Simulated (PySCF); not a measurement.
**Frequency calculation of Ge₂H₄**

The run: frequency calculation of Ge₂H₄, multiplicity 3. Method and program: UKS-based PBE0, Ge def2-TZVP, H def2-TZVP; non-relativistic Hamiltonian; density fitting (PySCF 2.14.0).

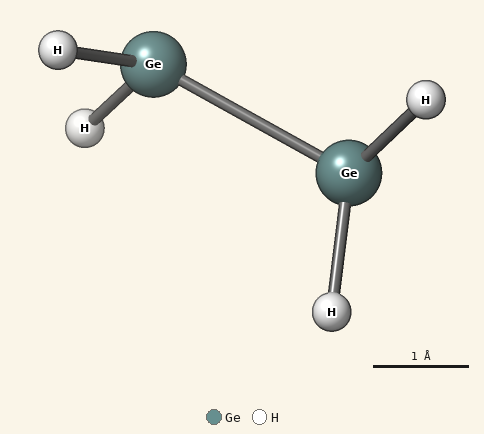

**Figure 1.** The structure as given in the input (ball-and-stick view, seen at a tilt). Sticks mark near contacts.

**Summary**

```json
{"quantity": "outcome", "value": "converged"}
{"quantity": "total energy", "value": "−4155.804579 hartree"}
{"quantity": "⟨S²⟩", "value": "2.005"}
{"quantity": "zero-point energy", "value": "0.028242 hartree"}
{"quantity": "dipole moment", "value": "0.07 D"}
{"quantity": "wavenumbers, lowest and highest", "value": "181 and 2120 cm⁻¹"}
{"quantity": "hardware", "value": "4 threads of Arm Neoverse V2, 24 GiB of memory available, shared host"}
{"quantity": "wall time", "value": "1.8 min (CPU time 5.6 min)"}
{"quantity": "peak memory", "value": "1.7 GiB"}
```

**Input**
```python
from pyscf import gto, scf, dft
mol = gto.M(atom='''
Ge     1.202640     0.014101    -0.142699
Ge    -1.202640     0.014101     0.142699
H      1.941561     0.106398     1.209801
H      1.762562    -1.194633    -0.933745
H     -1.941561     0.106398    -1.209801
H     -1.762562    -1.194633     0.933745''',
    basis={'Ge': 'def2-TZVP', 'H': 'def2-TZVP'},
    charge=0, spin=2)
mf = dft.UKS(mol, xc='PBE0')
mf.grids.atom_grid = (75, 302)
aux = {'Ge': 'def2-universal-JKFIT', 'H': 'def2-universal-JKFIT'}
mf = mf.density_fit(auxbasis=aux)
mf.conv_tol = 1e-09
mf.diis_space = 10
mf.max_cycle = 60
mf.verbose = 4
mf.kernel()
```

The script is an equivalent of the set-up of the self-consistent field. The run itself was carried out by a driver, which started from the orbitals of the step before it where there was one and computed the further properties.

Launched with:
```bash
OMP_NUM_THREADS=4 python axn.py task.json out
```

**The program's output**
```
init E= -4155.80457895689
  alpha nocc = 35  HOMO = -0.227560183940609  LUMO = 0.0188669290253483
  beta  nocc = 33  HOMO = -0.310018051186307  LUMO = -0.108930885310703
  HOMO = -0.227560183941  LUMO = -0.108930885311  gap/eV = 3.22807
cycle= 1 E= -4155.8045789569  delta_E= -1.36e-11  |g|= 1.46e-06  |ddm|= 3.62e-06
  alpha nocc = 35  HOMO = -0.22756058516304  LUMO = 0.0188666508825888
  beta  nocc = 33  HOMO = -0.310018552135761  LUMO = -0.108931295277145
  HOMO = -0.227560585163  LUMO = -0.108931295277  gap/eV = 3.22807
Extra cycle  E= -4155.80457895689  delta_E= 7.28e-12  |g|= 1.6e-06  |ddm|= 3.26e-06
converged SCF energy = -4155.80457895689  <S^2> = 2.0049056  2S+1 = 3.0032686
```

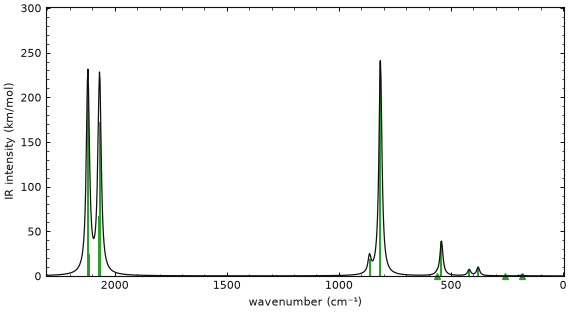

**Figure 2.** Harmonic infrared spectrum, unscaled: sticks (degenerate modes added up, dark ones marked on the axis) with a Lorentzian envelope of 16 cm⁻¹ full width, scaled to the tallest stick. 12 modes from 181 to 2120 cm⁻¹, none imaginary. The strongest line is at 815 cm⁻¹ (241 km/mol). All modes, in cm⁻¹ (km/mol): 181 (0.9), 261 (0.0), 379 (9.6), 419 (6.9), 542 (39), 564 (1.2), 815 (241), 863 (18.8), 2066 (173), 2071 (68), 2115 (24), 2120 (210).
